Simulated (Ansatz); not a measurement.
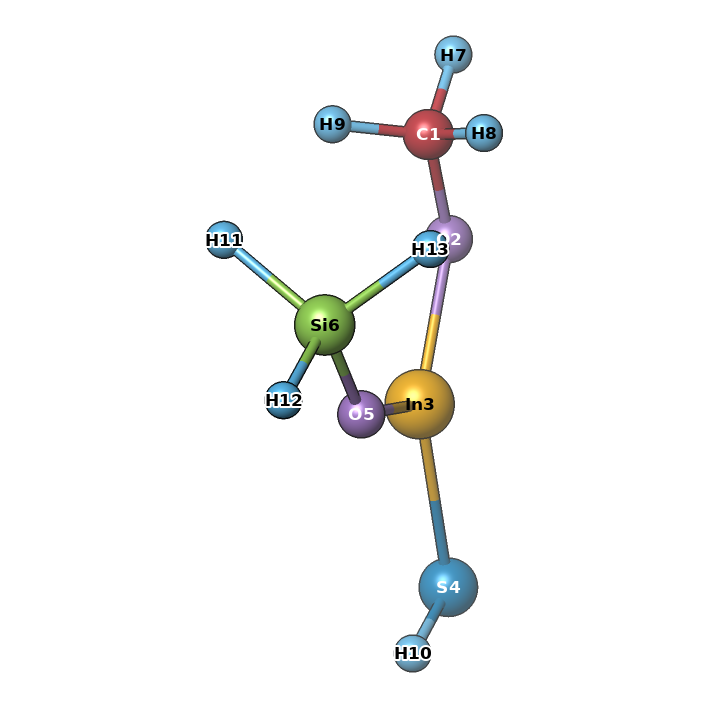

In3 lies behind O5. The molecule seen a little off the O5–In3 bond, O5 in front. Depth is shown by fading: the farther an atom, the more it takes the colour of the background. The geometry was computed by an optimisation with PBE0-D4/def2-TZVP.

Q: What is the torsion angle Si6–O5–In3–S4? The sign is positive where the front bond must turn clockwise to cover the back bond.

A: −179°, antiperiplanar (anti).
